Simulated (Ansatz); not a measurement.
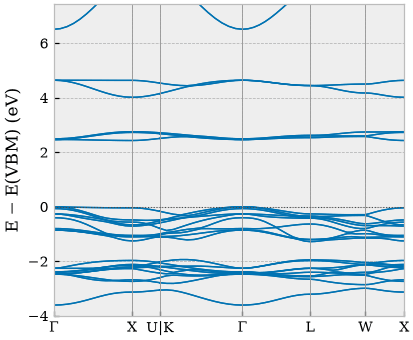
Figure: Band structure from plane-wave PAW r²SCAN with spin–orbit coupling (Ansatz code)

Q: Read off the gap and where the band edges lie.

A: About 2.4 eV (2.43 eV by a search for the band edges); maximum at Γ, minimum at X.

The material is Rb$_{2}$TiCl$_{6}$ in space group Fm-3m (No. 225; Rb on 8c, Ti on 4a, Cl on 24e).

The first step of the workflow began from a Materials Project structure, measured or hypothetical; the Crystallography Open Database files this formula in space group No. 225, but the cells were not matched. Its standing as an ambient phase is unchecked. The cell was relaxed with r²SCAN under the symmetry of its start; whether a distortion lowers the energy is not shown. The run is not spin-polarised.

Potentials: the later of the program's two PAW sets.
